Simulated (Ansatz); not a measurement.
**The cluster SnH2O3: a spread of methods and bases**

Aim: run the cluster SnH2O3 under a spread of inputs, and see what each costs and gives.

The runs use Ansatz 0.2.0, Gaussian basis; the settings change from run to run.

### Step 1. The molecule

An earlier PBE-D4/def2-SVP relaxation fixed the geometry. Sn takes a core potential in def2 sets; no spin-orbit term is included.

6 atoms, charge 0, spin multiplicity 1.

Atoms are counted from 1 here; the program's logs count them from 0.

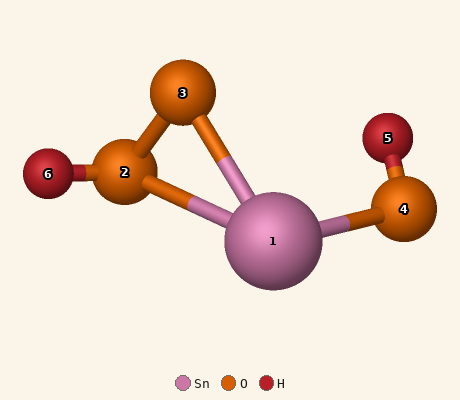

The geometry (tin pink, oxygen orange, hydrogen red); atoms are numbered from 1 in the order of the file.

### Step 2. r2SCAN/def2-TZVP

Set apart from the defaults: density fitting with def2-universal-jkfit, rVV10 dispersion, relativity set to none.

in.yaml

```yaml
crystal:
  periodic: [false, false, false]
  atoms:
    - {symbol: Sn, position_ang: [-0.075397, 1.291706, 0.490306]}
    - {symbol: O, position_ang: [0.490797, -0.292312, -1.288523]}
    - {symbol: O, position_ang: [1.150326, -0.397059, 0.045252]}
    - {symbol: O, position_ang: [-1.542492, 0.177878, 1.324491]}
    - {symbol: H, position_ang: [-1.270916, -0.763224, 1.279764]}
    - {symbol: H, position_ang: [1.247673, -0.016979, -1.851280]}
basis:
  gaussian: {orbitals: def2-TZVP, fitting: {mean_field: def2-universal-jkfit}}
hamiltonian: {xc: {name: r2SCAN}, dispersion: rvv10, pseudopotentials: {relativity: none}}
scf: {omitted_lower_state_checks: [starts]}
output: {forces: true}
```

Started as:

```console
$ ansatz run in.yaml --threads 4 --pin off --events-out ev --progress --plain --max-ram 3916MiB
```

The program printed (excerpt; [...] marks lines left out):

```text
Functional definition: r2SCAN+rVV10
  name "r2SCAN+rVV10"
  cite "Furness, Kaplan, Ning, Perdew & Sun, J. Phys. Chem. Lett. 11, 8208 (2020) doi:10.1021/acs.jpclett.0c02405"
  cite "Furness, Kaplan, Ning, Perdew & Sun, J. Phys. Chem. Lett. 11, 9248 (2020) doi:10.1021/acs.jpclett.0c03077"
  cite "Vydrov & Van Voorhis, J. Chem. Phys. 133, 244103 (2010) doi:10.1063/1.3521275"
  cite "Sabatini, Gorni & de Gironcoli, Phys. Rev. B 87, 041108(R) (2013) doi:10.1103/PhysRevB.87.041108"
  cite "Ning et al., Phys. Rev. B 106, 075422 (2022) doi:10.1103/PhysRevB.106.075422"
  parent "r2scan"
[...]
485 factors; integrals over basis functions are off by at most 8.8e-1 eV
[...]
mean field -12003.90500025 eV, -441.1353722202 hartree, gradient 6.2e-5 eV, S^2 0.000000; 0 other end points of the search recorded, 0 dependent functions left out
[...]
reference -12003.90501237 eV, -441.1353726657 hartree; 24, 24 occupied and 131, 131 virtual orbitals, 485 factors
Total energy: -12003.90501237 eV, -441.1353726657 hartree
Atom 0 at    -0.075397     1.291706     0.490306 Å, force    -0.187904    -1.057588     0.029025 eV/Å
Atom 1 at     0.490797    -0.292312    -1.288523 Å, force     0.347778     0.322399    -0.108940 eV/Å
Atom 2 at     1.150326    -0.397059     0.045252 Å, force    -0.333360     0.492339     0.100149 eV/Å
Atom 3 at    -1.542492     0.177878     1.324491 Å, force     0.815133    -0.142269    -0.391840 eV/Å
Atom 4 at    -1.270916    -0.763224     1.279764 Å, force    -0.207986     0.557927     0.026461 eV/Å
Atom 5 at     1.247673    -0.016979    -1.851280 Å, force    -0.433661    -0.172807     0.345144 eV/Å
Dipole moment:     0.328010     0.417564    -0.283958 e Å
Checks for a lower state left out: starts
```

It took 3 s on 4 threads of Arm Neoverse V1, shared host.

Largest force 1.075 eV/Å, dipole 2.89 D.

### Step 3. BLYP/def2-SVP

Changes to in.yaml since step 2:

```diff
@@ -10,5 +10,4 @@
 basis:
-  gaussian: {orbitals: def2-TZVP, fitting: {mean_field: def2-universal-jkfit}}
-hamiltonian: {xc: {name: r2SCAN}, dispersion: rvv10, pseudopotentials: {relativity: none}}
-scf: {omitted_lower_state_checks: [starts]}
+  gaussian: {orbitals: def2-SVP}
+hamiltonian: {xc: {name: BLYP}}
 output: {forces: true}
```

Same command.

The program printed (excerpt; [...] marks lines left out):

```text
Functional definition: BLYP
  name "BLYP"
  cite "Becke, Phys. Rev. A 38, 3098 (1988) doi:10.1103/PhysRevA.38.3098"
  cite "Lee, Yang & Parr, Phys. Rev. B 37, 785 (1988) doi:10.1103/PhysRevB.37.785"
[...]
836 factors; their error is unknown
[...]
mean field -11996.65555670 eV, -440.8689600834 hartree, gradient 3.0e-5 eV, S^2 0.000000; 0 other end points of the search recorded, 0 dependent functions left out
[...]
reference -11996.65583464 eV, -440.8689702975 hartree; 24, 24 occupied and 54, 54 virtual orbitals, 836 factors
Total energy: -11996.65583464 eV, -440.8689702975 hartree
Atom 0 at    -0.075397     1.291706     0.490306 Å, force     0.028647     0.323766     0.034829 eV/Å
Atom 1 at     0.490797    -0.292312    -1.288523 Å, force    -0.204497    -0.039790    -0.486620 eV/Å
Atom 2 at     1.150326    -0.397059     0.045252 Å, force     0.306069    -0.158568     0.426102 eV/Å
Atom 3 at    -1.542492     0.177878     1.324491 Å, force    -0.156557    -0.035494     0.088651 eV/Å
Atom 4 at    -1.270916    -0.763224     1.279764 Å, force    -0.013228    -0.095532     0.015700 eV/Å
Atom 5 at     1.247673    -0.016979    -1.851280 Å, force     0.039567     0.005618    -0.078661 eV/Å
Dipole moment:     0.309446     0.330734    -0.276929 e Å
```

It took 0.65 s on 4 threads of Arm Neoverse V1, shared host.

Largest force 0.548 eV/Å, dipole 2.55 D.

### Step 4. PBE0/def2-TZVPP

This run has D3(BJ) with three-body dispersion.

Changes to in.yaml since step 3:

```diff
@@ -10,4 +10,4 @@
 basis:
-  gaussian: {orbitals: def2-SVP}
-hamiltonian: {xc: {name: BLYP}}
+  gaussian: {orbitals: def2-TZVPP}
+hamiltonian: {xc: {name: PBE0}, dispersion: d3bjatm}
 output: {forces: true}
```

The command is unchanged.

The program printed (excerpt; [...] marks lines left out):

```text
Functional definition: PBE0
  name "PBE0"
  cite "Adamo & Barone, J. Chem. Phys. 110, 6158 (1999) doi:10.1063/1.478522"
  cite "Perdew, Burke & Ernzerhof, Phys. Rev. Lett. 77, 3865 (1996) doi:10.1103/PhysRevLett.77.3865"
  parent pbe
[...]
1032 factors; their error is unknown
[...]
mean field -12000.19569256 eV, -440.9990576766 hartree, gradient 5.2e-5 eV, S^2 0.000000; 0 other end points of the search recorded, 0 dependent functions left out
[...]
reference -12000.19572210 eV, -440.9990587625 hartree; 24, 24 occupied and 147, 147 virtual orbitals, 1032 factors
Total energy: -12000.28287097 eV, -441.0022614241 hartree
Atom 0 at    -0.075397     1.291706     0.490306 Å, force    -0.241899    -1.172305     0.092609 eV/Å
Atom 1 at     0.490797    -0.292312    -1.288523 Å, force     0.926990     0.369883     0.230346 eV/Å
Atom 2 at     1.150326    -0.397059     0.045252 Å, force    -0.657188     0.612373    -0.449788 eV/Å
Atom 3 at    -1.542492     0.177878     1.324491 Å, force     0.987496    -0.354863    -0.445160 eV/Å
Atom 4 at    -1.270916    -0.763224     1.279764 Å, force    -0.314059     0.832541     0.050579 eV/Å
Atom 5 at     1.247673    -0.016979    -1.851280 Å, force    -0.701341    -0.287629     0.521414 eV/Å
Dipole moment:     0.324943     0.469010    -0.266366 e Å
```

Run time: 1.8 s. Hardware: 4 threads of Arm Neoverse V1, shared host.

Largest force 1.201 eV/Å, dipole 3.02 D.

### Step 5. RPA/def2-SVPD

This run has correlated electrons set to outside_noble_gas, the search for lower states set to light.

Changes to in.yaml since step 4:

```diff
@@ -10,4 +10,5 @@
 basis:
-  gaussian: {orbitals: def2-TZVPP}
-hamiltonian: {xc: {name: PBE0}, dispersion: d3bjatm}
-output: {forces: true}
+  gaussian: {orbitals: def2-SVPD}
+hamiltonian: {xc: {name: PBE}}
+correlation: {method: rpa, electrons: outside_noble_gas}
+scf: {lower_state_search: light}
```

Same command.

The program printed (excerpt; [...] marks lines left out):

```text
Functional definition: PBE
  name "PBE"
  cite "Perdew, Burke & Ernzerhof, Phys. Rev. Lett. 77, 3865 (1996) doi:10.1103/PhysRevLett.77.3865"
  parent pbe
[...]
1249 factors; integrals over basis functions are off by at most 1.3e-3 eV
[...]
mean field -11993.41125699 eV, -440.7497342683 hartree, gradient 1.1e-6 eV, S^2 0.000000; 0 other end points of the search recorded, 0 dependent functions left out
12 core orbitals not correlated, not the lowest: weight in the atoms' cores, before any rotation towards them, 0.875 or more for the frozen orbitals, at most 0.128 for the correlated occupied ones
reference -11940.23819146 eV, -438.7956601521 hartree; 12, 12 occupied and 93, 93 virtual orbitals, 1249 factors
Total energy: -11968.55170213 eV, -439.8361624776 hartree
```

It took 2.1 s on 4 threads of Arm Neoverse V1, shared host.

### Step 6. All runs side by side

| level | charge | multiplicity | geometry | functions | energy (eV) | time |
| --- | --- | --- | --- | --- | --- | --- |
| r2SCAN/def2-TZVP | 0 | 1 | relaxed | 155 | -12003.905 | 3 s |
| BLYP/def2-SVP | 0 | 1 | relaxed | 78 | -11996.656 | 0.65 s |
| PBE0/def2-TZVPP | 0 | 1 | relaxed | 171 | -12000.283 | 1.8 s |
| RPA/def2-SVPD | 0 | 1 | relaxed | 117 | -11968.552 | 2.1 s |

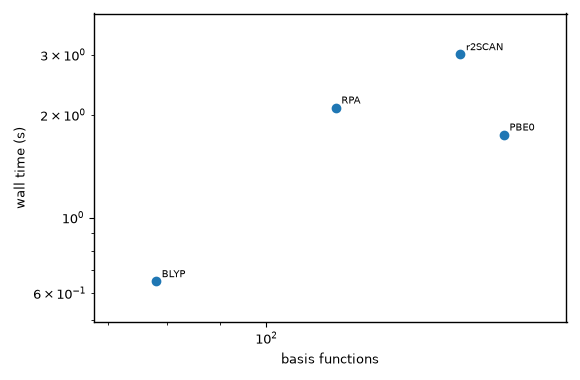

Wall time against the number of basis functions (shared host).

### Step 7. Outcome

| quantity | value |
| --- | --- |
| runs | 4 |
| quickest | BLYP/def2-SVP, 0.65 s |
| slowest | r2SCAN/def2-TZVP, 3 s |
| spread of total energies, same state and geometry | 35.4 eV |
| dipole, same state and geometry | 2.55 to 3.02 D |

**Reading.** r2SCAN/def2-TZVP took 5 times as long as BLYP/def2-SVP. The jobs differ in tasks and options as well as level. Total energies at one charge and spin differ by 35 eV between levels, so only differences within one level mean anything. At the PBE-D4/def2-SVP geometry and in the same state, the sound runs without point charges leave forces up to 1.20 eV/Å (PBE0/def2-TZVPP). At that geometry and state the dipole changes by 19 % between the lowest and highest value.
